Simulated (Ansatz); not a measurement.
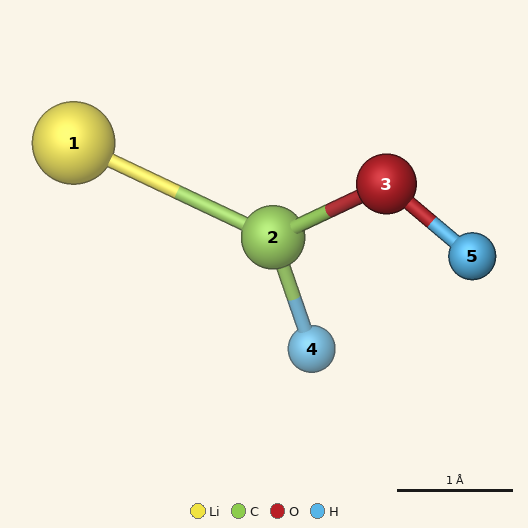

Orthographic view. Atoms fade into the background with distance from the viewer. Charge 0, doublet. Computed geometry: PBE-D4/def2-SVP optimisation. No frequency run is at hand to confirm it as a minimum.

Give the distance matrix in Å.

```
atom   Li1    C2    O3    H4    H5
 Li1  0.00                        
  C2  1.93  0.00                  
  O3  2.94  1.39  0.00            
  H4  2.76  1.13  2.06  0.00      
  H5  3.76  1.95  0.98  2.10  0.00
```
